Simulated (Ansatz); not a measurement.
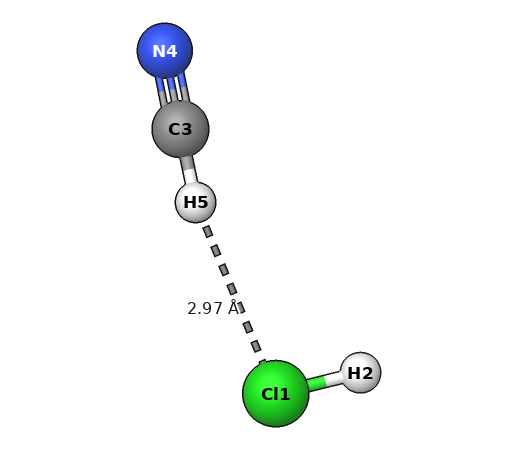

Two molecules or ions; the broken line marks their closest contact (measured against van der Waals radii). Geometry: a pair of rigid molecules at a changed separation. Program: Ansatz 0.2.0.

Which two species are they?

Answer. HCl and CHN (`C#N.Cl`).

Give the counterpoise-corrected interaction energy (kJ/mol, monomers kept as in the pair) with RHF-CCSD(T) (frozen core)/def2-TZVPPD; ωB97M-V/def2-TZVPPD; B3LYP-D4/def2-TZVPPD; PBE0-D4/def2-TZVPPD; r2SCAN-D4/def2-TZVPPD; PBE-D4/def2-TZVPPD.

```csv
level,interaction energy (kJ/mol)
RHF-CCSD(T) (frozen core)/def2-TZVPPD,−5.9
ωB97M-V/def2-TZVPPD,−6.3
B3LYP-D4/def2-TZVPPD,−6.6
PBE0-D4/def2-TZVPPD,−7.1
r2SCAN-D4/def2-TZVPPD,−5.9
PBE-D4/def2-TZVPPD,−7.3
```
